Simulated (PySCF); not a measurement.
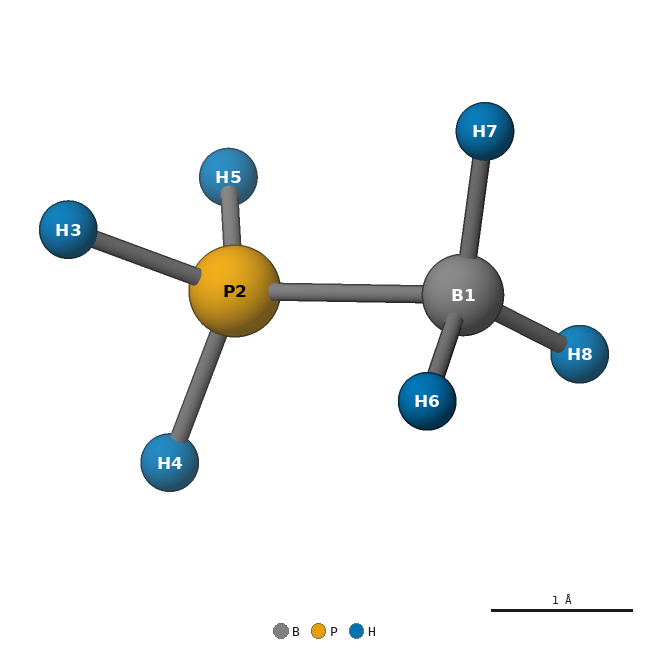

The atoms are numbered. Computed geometry: PBE0-D3(BJ)/def2-SVP optimisation. No frequency run is at hand to confirm it as a minimum.

### Describe the coordination of atom 2.

P2 has 4 neighbours (B1 at 1.92, H3 at 1.42, H4 at 1.42, H5 at 1.42 Å); the arrangement is tetrahedral.

### What is the geometry at B1?

B1 has 4 neighbours (P2 at 1.92, H6 at 1.22, H7 at 1.22, H8 at 1.22 Å); the arrangement is tetrahedral.
